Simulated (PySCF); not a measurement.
# CaP (quartet): what the fields show

```xyz
2

Ca    0.0000    0.0000   -1.2073
P     0.0000    0.0000    1.5577
```

Theory: PBE0/def2-TZVPP, non-relativistic Hamiltonian with scalar-relativistic core potentials where named, at a bond length of 2.765 Å (PySCF).

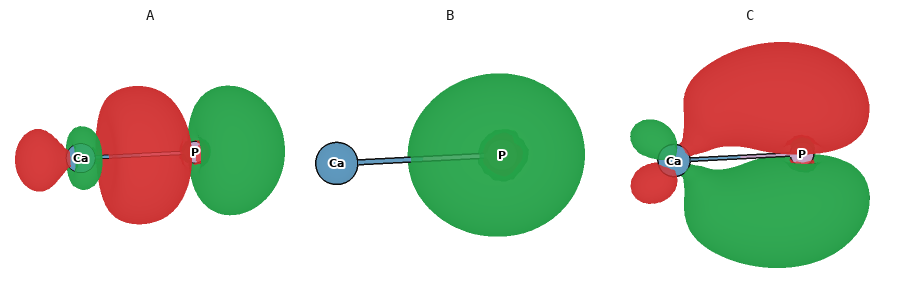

Figure 1. Three frontier β-spin orbitals, each drawn at the value that holds 80 % of its norm (green and red are the two phases), in no order; of a degenerate pair one member is drawn.

Label each orbital by symmetry, say whether it is occupied, and order them by energy.

Answer. Orbital B: σ, occupied in this spin, −12.83 eV; mainly on P (95 %).
Orbital A: σ, occupied in this spin, −5.43 eV; mainly on P (75 %).
Orbital C: π, empty in this spin, −2.45 eV; mainly on P (75 %).

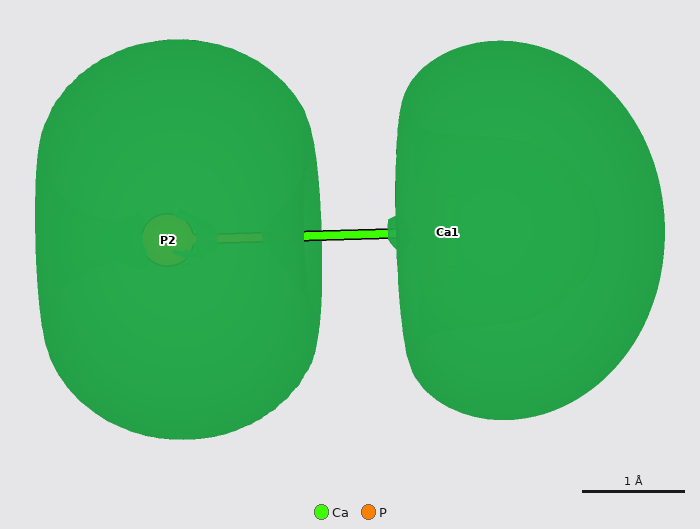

Figure 2. Isosurfaces of the spin density at +0.015 (green) and −0.015 e/Å³ (red), seen from one side.

Where is the unpaired spin?

Answer. The unpaired spin (3 electrons) lies mostly on P2 (about 1.9) and Ca1 (about 1.1), in electrons by Hirshfeld's partition.

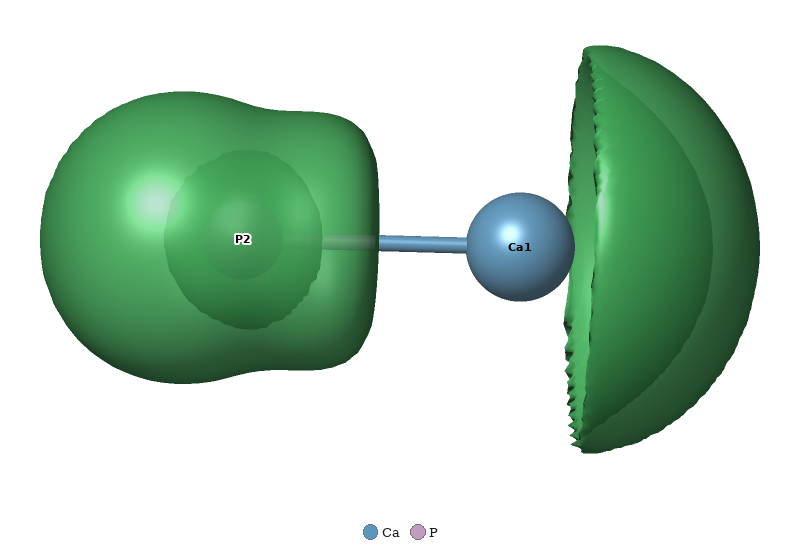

Figure 3. Isosurface of the electron localisation function at 0.75 (green), seen from one side. Only the valence region is drawn (cores and ρ < 0.01 e/Å³ removed).

Identify the bonds, lone pairs and shells in this picture.

Answer. The surface consists of one region wrapped around Ca (its valence shell) and one region wrapped around P (its valence shell). Along the contacts the grid gives the following. Ca–P (2.76 Å): the ELF peaks at about 0.95 in the valence shell of P, 1.0 Å from its nucleus, and is about 0.65 at the midpoint.
